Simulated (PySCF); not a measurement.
Input file:

```
{"job": {"kind": "nmr", "xc": "PBE0", "basis": "pcSseg-2"}, "charge": 0, "multiplicity": 1}
O     -0.755001     1.394154    -0.567659
Al     0.013887    -0.012343    -0.014954
O     -0.645700    -1.533911    -0.366514
O      1.443083     0.103120     0.890675
H     -0.425041     2.277360    -0.395869
H     -1.445208    -1.656031    -0.879956
H      1.919611    -0.657930     1.224324
```

Run with:

```sh
OMP_NUM_THREADS=1 python cluster_run.py task.json out
```

Geometry: PBE0-D3(BJ)/def2-SVP.

All numbers below come from PBE0/pcSseg-2, SCF density, gas phase, non-relativistic in PySCF.

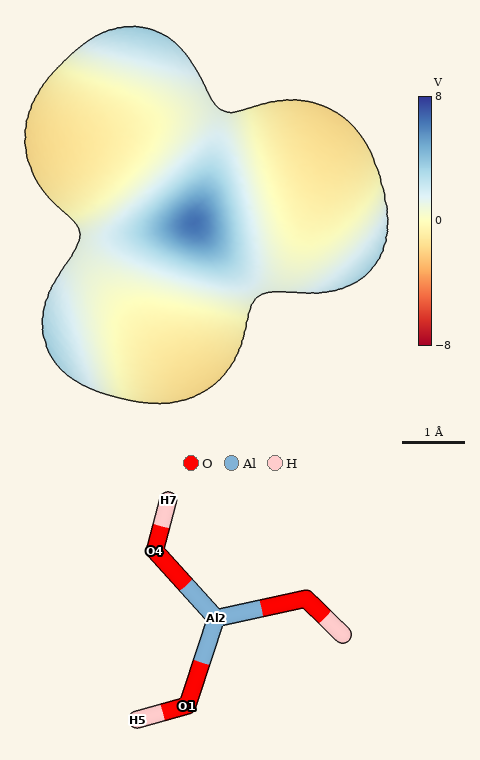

AlH$_{3}$O$_{3}$ (SMILES [OH][Al]([OH])[OH]). The molecular electrostatic potential painted on the density surface at 0.004 e/bohr³, seen across its widest extent; red is negative and blue positive. The bare structure is drawn below in the same view.

> Where is the surface potential most negative and most positive?

The most negative region (about −1.7 V) lies over O1, O3 and O4, the most positive (about +6.1 V) over Al2.

> What dipole moment does the calculation give?

Its dipole moment is zero.
